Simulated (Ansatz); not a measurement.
# Relaxing generalised stacking fault on (112) of a Nb-Li solid solution (54 atoms)

How does generalised stacking fault on (112) of a Nb-Li solid solution (54 atoms) relax, and what do bonds and levels look like afterwards?

Main program and level: Ansatz 0.2.0; Kohn-Sham DFT, PBE, PAW (set soft_2), plane waves.

## 1. The structure

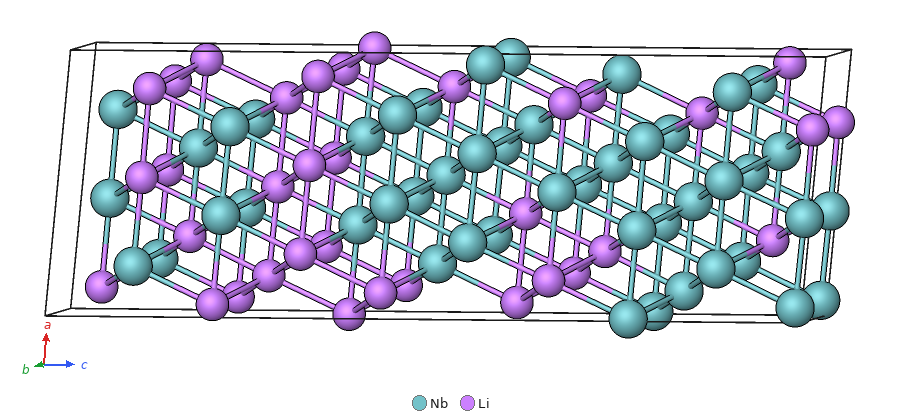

The starting structure, seen from the side, with the c axis across the page (niobium teal, lithium purple). Some periodic images of atoms are drawn too.

The cell holds 54 atoms: 30 Nb and 24 Li. Its edges and angles: a = 8.820 Å, b = 4.801 Å, c = 25.266 Å, α = 90.0°, β = 84.4°, γ = 90.0°. It derives from Nb and Li. Bcc Nb lattice (a = 3.3949 Å, the value set for the mixture), cell with z along [112], 3 x 1 x 3 periods; the third cell vector is tilted by 0.833 of 1/2<111> (its sense, twinning or antitwinning, isn't checked) and lengthened by 0.2 Å, so the cell holds one fault; displaced by a Gaussian of 0.01 Å; 24 of 54 Nb sites given to Li at random (lattice constant by Vegard's rule between Nb and Li).

Before any run, some limits are plain. The cell is under 6 Å thick along one periodic direction, so every atom has periodic images of itself close by, which move with it and show among its neighbours and in g(r). Atoms were free to move along the slip, so the relaxation can undo part or all of it. The host structure and its lattice constant were typed by rule, without a check against the phase diagram.

## 2. Single point at the start

A single point comes first, to see the forces before anything moves.

input.yaml reads:

```yaml
crystal:
  lattice:
    - [8.82021, 0.0, 0.0]
    - [0.0, 4.80111, 0.0]
    - [2.45008, 0.0, 25.14732]
  atoms:
    - { symbol: Nb, position: [0.39265, 0.99947, 0.99218] }
    - { symbol: Nb, position: [0.05675, 0.00111, 0.99115] }
    - { symbol: Li, position: [0.7256, 0.00176, 0.9917] }
    - { symbol: Nb, position: [0.7638, 0.49721, 0.05379] }
    - { symbol: Nb, position: [0.42992, 0.50134, 0.05439] }
    - { symbol: Li, position: [0.09664, 0.50079, 0.05474] }
    - { symbol: Li, position: [0.85772, 0.00146, 0.10948] }
    - { symbol: Li, position: [0.52366, 0.00013, 0.11046] }
    - { symbol: Nb, position: [0.19008, 0.99986, 0.11033] }
    - { symbol: Nb, position: [0.62147, 0.49904, 0.16508] }
    - { symbol: Li, position: [0.28999, 0.5014, 0.16508] }
    - { symbol: Li, position: [0.95385, 0.49827, 0.1651] }
    - { symbol: Nb, position: [0.71718, 0.99869, 0.22063] }
    - { symbol: Nb, position: [0.38363, 0.00201, 0.21994] }
    - { symbol: Li, position: [0.04907, 0.99825, 0.21994] }
    - { symbol: Li, position: [0.81277, 0.50004, 0.27551] }
    - { symbol: Li, position: [0.47877, 0.49971, 0.27512] }
    - { symbol: Li, position: [0.14458, 0.50076, 0.27439] }
    - { symbol: Li, position: [0.57461, 0.00071, 0.33064] }
    - { symbol: Li, position: [0.24153, 0.00508, 0.33017] }
    - { symbol: Li, position: [0.90902, 0.99838, 0.3307] }
    - { symbol: Nb, position: [0.67124, 0.50104, 0.38487] }
    - { symbol: Nb, position: [0.33818, 0.49757, 0.3858] }
    - { symbol: Li, position: [0.00249, 0.49898, 0.38556] }
    - { symbol: Nb, position: [0.76696, 0.00098, 0.44071] }
    - { symbol: Nb, position: [0.43271, 0.00081, 0.44102] }
    - { symbol: Li, position: [0.09832, 0.00361, 0.44099] }
    - { symbol: Nb, position: [0.52795, 0.501, 0.49625] }
    - { symbol: Nb, position: [0.19519, 0.4988, 0.49601] }
    - { symbol: Li, position: [0.86095, 0.50142, 0.49596] }
    - { symbol: Nb, position: [0.62486, 0.99869, 0.55094] }
    - { symbol: Nb, position: [0.29016, 0.00473, 0.54988] }
    - { symbol: Nb, position: [0.9579, 0.00037, 0.55086] }
    - { symbol: Nb, position: [0.72073, 0.50211, 0.60604] }
    - { symbol: Li, position: [0.38644, 0.50218, 0.6064] }
    - { symbol: Li, position: [0.05291, 0.50218, 0.60614] }
    - { symbol: Nb, position: [0.48224, 0.99371, 0.6612] }
    - { symbol: Li, position: [0.15028, 0.99922, 0.66148] }
    - { symbol: Li, position: [0.81657, 0.00199, 0.66046] }
    - { symbol: Nb, position: [0.57913, 0.49864, 0.71581] }
    - { symbol: Li, position: [0.24741, 0.50163, 0.71604] }
    - { symbol: Nb, position: [0.91332, 0.50192, 0.71598] }
    - { symbol: Nb, position: [0.67565, 0.99908, 0.77107] }
    - { symbol: Nb, position: [0.34197, 0.99828, 0.77183] }
    - { symbol: Nb, position: [0.00939, 0.00102, 0.77176] }
    - { symbol: Nb, position: [0.43773, 0.50165, 0.82658] }
    - { symbol: Nb, position: [0.10189, 0.50277, 0.82574] }
    - { symbol: Li, position: [0.76995, 0.50352, 0.82697] }
    - { symbol: Nb, position: [0.53149, 0.00143, 0.88108] }
    - { symbol: Nb, position: [0.20026, 0.00151, 0.88147] }
    - { symbol: Nb, position: [0.86435, 0.00062, 0.88076] }
    - { symbol: Nb, position: [0.6287, 0.49809, 0.93645] }
    - { symbol: Li, position: [0.29449, 0.50147, 0.93643] }
    - { symbol: Li, position: [0.96203, 0.50072, 0.93671] }
kpoints:
  mp_grid: { grid: [2, 4, 1] }
hamiltonian:
  xc: pbe
scf:
  occupations: { method: fermi_dirac, width: 0.1 }
output:
  forces: true
```

Command:

```
$ ansatz run input.yaml --threads 4 --pin off --max-ram 8192MiB --backend cpu --events-out ev --progress --plain --runs-dir out
```

Numbers of over 12 decimals in the logs are rounded to 6 here.

What it wrote:

```text
Engine: ansatz 0.2.0, aarch64-unknown-linux-gnu
Pseudopotentials: kind: paw
Pseudopotential: Nb, paw, valence charge 13, recommended cutoff 420 eV (normal), Nb.paw.azcp
Pseudopotential: Li, paw, valence charge 3, recommended cutoff 420 eV (normal), Li.paw.azcp
[... 5 lines on functional and potentials left out ...]
Crystal: 54 atoms, lattice volume = 1064.908 Å³
Basis set: ecut = 420 eV, 20741 PW (Γ), exchange–correlation on 120×72×360 points (8 copies of the dense FFT grid, shifted against one another)
Bands: 285, of which v1, the nominal top of the filled ones, is band 231 counted from 1 (230 counted from 0)
Symmetry: 1 space group operations
Space group: P1 (ITA 1), of the structure as read, at distance tolerance 1.0e-4 Å
k-points: 6 of 8 (time reversal used)
[... 5 lines on functional and potentials left out ...]
Initial density: superposition of atomic densities (neutral atoms: chi_scale 0, normalization atom), corrected by the library's trained network
Initial wavefunctions: pseudopotential atomic-orbital guess
Functional: x = pbe(κ = 0.804, μ = 0.219515), c = pbe(β = 0.066725)
SCF iter   1: F=—  HF=-141453.402373 eV  |F-HF|=—  |Δ(HF+E_count)|=         —  Δρ=1.02e-2  dr2=4.57e1  ethr=1.77e-3  ⟨swp⟩=9.7  Hψ=7637  notcnv=0
preconditioner: auto → Kerker (q_TF=auto, 2.374 Å⁻¹)  [metal: Δε(μ)=0.012 eV  Ē_g=2.491 eV  σ=0.100 eV  W_gap=0.03  n_scr=236 (ndim 8)  ℏωp=15.0 eV  f_vac=0.000  D(μ)=64.94/eV (n_scr^D=674)]
SCF iter   2: F=—  HF=-141453.158108 eV  |F-HF|=—  |Δ(HF+E_count)|=   2.44e-1  Δρ=4.19e-3  dr2=7.15e0  ethr=1.77e-3  ⟨swp⟩=1.2  Hψ=1969  notcnv=0
SCF iter   3: F=—  HF=-141453.098345 eV  |F-HF|=—  |Δ(HF+E_count)|=   5.98e-2  Δρ=1.03e-3  dr2=2.89e-2  ethr=1.55e-3  ⟨swp⟩=1.0  Hψ=1710  notcnv=0
SCF iter   4: F=—  HF=-141453.097502 eV  |F-HF|=—  |Δ(HF+E_count)|=   8.43e-4  Δρ=2.87e-4  dr2=4.83e-3  ethr=6.27e-6  ⟨swp⟩=2.0  Hψ=2143  notcnv=0
SCF iter   5: F=—  HF=-141453.097290 eV  |F-HF|=—  |Δ(HF+E_count)|=   2.12e-4  Δρ=9.12e-5  dr2=2.97e-4  ethr=1.05e-6  ⟨swp⟩=1.0  Hψ=1710  notcnv=0
SCF iter   6: F=—  HF=-141453.097286 eV  |F-HF|=—  |Δ(HF+E_count)|=   4.01e-6  Δρ=3.10e-5  dr2=3.46e-5  ethr=6.44e-8  ⟨swp⟩=2.0  Hψ=2282  notcnv=0
SCF iter   7: F=—  HF=-141453.097164 eV  |F-HF|=—  |Δ(HF+E_count)|=   1.23e-4  Δρ=1.17e-5  dr2=4.21e-6  ethr=7.49e-9  ⟨swp⟩=2.2  Hψ=2853  notcnv=0
SCF iter   8: F=—  HF=-141453.097164 eV  |F-HF|=—  |Δ(HF+E_count)|=   2.99e-7  Δρ=3.38e-6  dr2=4.44e-7  ethr=9.10e-10  ⟨swp⟩=2.0  Hψ=2245  notcnv=0
SCF iter   9: F=-141453.097164 eV  HF=-141453.097164 eV  |F-HF|=3.98e-8  |Δ(HF+E_count)|=   2.75e-8  Δρ=1.08e-6  dr2=5.14e-8  ethr=2.16e-11  ⟨swp⟩=3.3  Hψ=4267  notcnv=0
SCF 1 converged in 9 iterations: F = -141453.097164 eV  dr2 = 5.14e-8
  greatest PAW one-centre occupation: 1.000 electrons in one spin orbital (limit 2), on the Li atom at site 47 (counted from 0), in its partial waves of l = 0
SCF converged after 9 iterations
Free energy (F): -141453.097164 eV
Harris-Foulkes:  -141453.097164 eV  (|F-HF|=3.98e-8)
Internal energy: -141450.966157 eV  (E = F + TS)
E sigma→0 (E₀):  -141452.031660 eV
Entropy (-TS):   -2.131007 eV (-39.463 meV/atom)
Fermi energy:    9.209168 eV
--- Per-component energies (eV) ---
  E_band       = -6988.425993
  E_kinetic    = 12197.911609
  E_local      = -53426.215867  (includes V_loc(G=0)·N_el)
  E_nonlocal   = 2819.981492
  E_hartree    = 20776.199476
  E_xc         = -5439.016216
  E_vxc        = -6606.389685  (∫ρ·V_xc dr)
  E_paw        = -92704.262520  (= ΣΔE_a)
  E_vpaw       = -3526.092997  (= ΣTr[D̂ρ^β])
  E_aug_tail   = 0.000575  (compensation charges beyond the density's cutoff)
  E_ewald      = -25675.564707
  E_smearing   = -2.131007  (= −TS)
  E_closure    = 0.000000  (closes the sum)
  Σ components = -141453.097164   (vs F -141453.097164, Δ=0.00e0)
--- Forces (eV/Å), atoms counted from 1 ---
  atom   1  Nb    -0.50295680     0.03851000     0.30888919
  atom   2  Nb     0.54606205    -0.00798557     0.27617799
  atom   3  Li    -0.19835063    -0.06576029     0.09757552
  atom   4  Nb    -1.01980083     0.08332633    -0.23453735
  atom   5  Nb     0.71030952    -0.03801920    -0.31809930
  atom   6  Li     0.12503632    -0.00392919    -0.09056594
  atom   7  Li    -0.12836845    -0.04082244     0.01104793
  atom   8  Li     0.34765559     0.00158754    -0.25917394
  atom   9  Nb     1.36616227     0.01867208    -1.38333039
  atom  10  Nb    -0.31547989    -0.01052960     0.10873680
  atom  11  Li    -0.24844503    -0.00450139     0.10250217
  atom  12  Li     0.02238658     0.00999897    -0.14864249
  atom  13  Nb    -2.05307084     0.01616670    -1.07940961
  atom  14  Nb     1.73996024    -0.01377359    -1.21740853
[...]
atom  53  Li    -0.20581411    -0.01263261     0.29511456
  atom  54  Li     0.12527424     0.00228194     0.13459655
  max |Σ_I F_I| component: 9.16e-5 eV/Å
```

Wall time 56 s (4 threads of Arm Neoverse V2, shared host); peak memory 4.6 GiB.

Reading the cycles: dr2 is the Hartree energy of the density residual (eV), the measure of convergence; HF is the Harris–Foulkes estimate of the energy, which meets the free energy F at convergence.

Read from the output:

```
free energy            : -141453.0972 eV
free energy per atom   : -2619.5018 eV/atom
SCF cycles             : 9
r.m.s. force component : 0.4759 eV/Å
longest force          : 2.407 eV/Å
Fermi energy           : 9.209 eV
```

The r.m.s. force component of 0.48 eV/Å sets the starting point.

Length of the force by element:

| element | coordination | atoms | mean length of the force (eV/Å) | spread | least | most |
| --- | --- | --- | --- | --- | --- | --- |
| Li | all | 24 | 0.218 | 0.0903 | 0.0842 | 0.434 |
| Nb | all | 30 | 0.856 | 0.667 | 0.122 | 2.41 |

[end of part 1 of 3]

[Logs are printed without paths, hosts, clocks, repeated set-up lines and the standing remarks that a program may print on its own settings, such as how far it seeks lower states.]

[Hosts, paths, dates, database ids (printed as entryN), source tags and the programs' standing remarks are cut or masked in the printed files.]
